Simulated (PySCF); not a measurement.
Ga(Br)(Vi)2, SMILES [Br][Ga]([CH]=C)[CH]=C (C4H6BrGa) at its PBE0/def2-SVP optimised geometry (Å):

```
12

Ga     0.2288     0.0025     0.0000
Br     2.5386     0.0025     0.0000
C     -0.6243    -1.7443     0.0017
C     -1.8930    -1.9245     0.3953
H     -0.0404    -2.6255    -0.2917
H     -2.3595    -2.9173     0.4247
H     -2.5313    -1.0940     0.7193
C     -0.6263     1.7483     0.0000
C     -1.8988     1.9253    -0.3826
H     -0.0415     2.6312     0.2865
H     -2.3673     2.9173    -0.4097
H     -2.5386     1.0931    -0.6990
```

Calculation: PBE0/def2-TZVP in PySCF. Cells within 0.4 Å of a nucleus heavier than hydrogen are left out (blank, or x).

Map of the deformation density (molecule minus spherical neutral atoms) (e/bohr³) on the plane z = 0.6 Å:

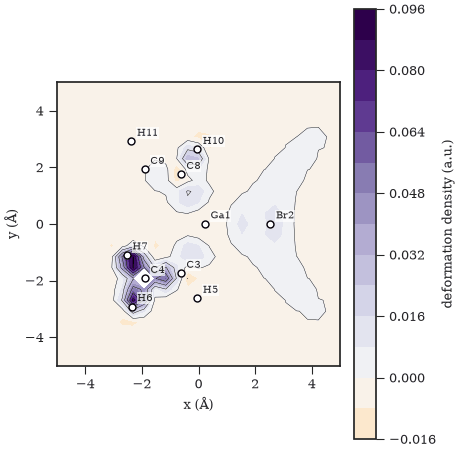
Figure: Deformation density (molecule minus spherical neutral atoms) (e/bohr³) on the plane z = 0.6 Å.
